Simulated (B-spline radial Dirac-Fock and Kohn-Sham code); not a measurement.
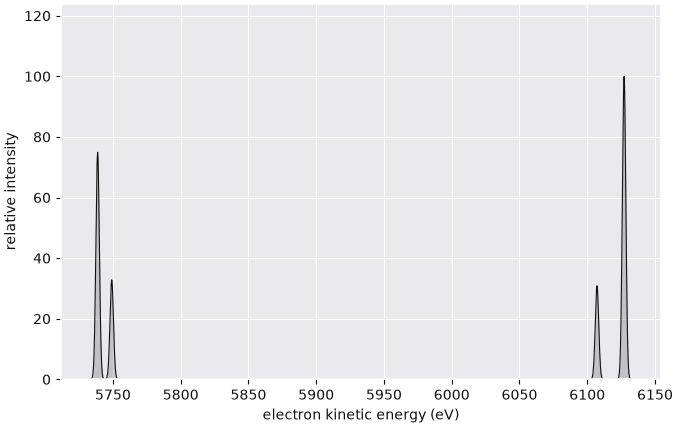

The Auger multiplet of an L3 hole with both final holes in M23, broadened by 3.0 eV full width. Kinetic energies count from the vacuum level; very weak lines are left out. Lines are named by their largest jj component, which in light atoms can differ from the customary names. Species: platinum in charge state +4 (Pt⁴⁺), configuration [Xe] 4f14 5d5 6p1, which is not the ground configuration. The calculation used Dirac–Fock ΔSCF energies in intermediate coupling of the two holes, Coulomb rates, valence shells as spectators (a B-spline radial code).

Q: Which line is strongest?

A: L3-M3M3 J=2 at 6.127 keV, 42 % of the multiplet.

Q: Which of the lines shown has the highest kinetic energy, and why?

A: L3-M3M3 J=2 at 6.127 keV: its two-hole final state is the least tightly bound of those shown, so the most energy is left to the electron.
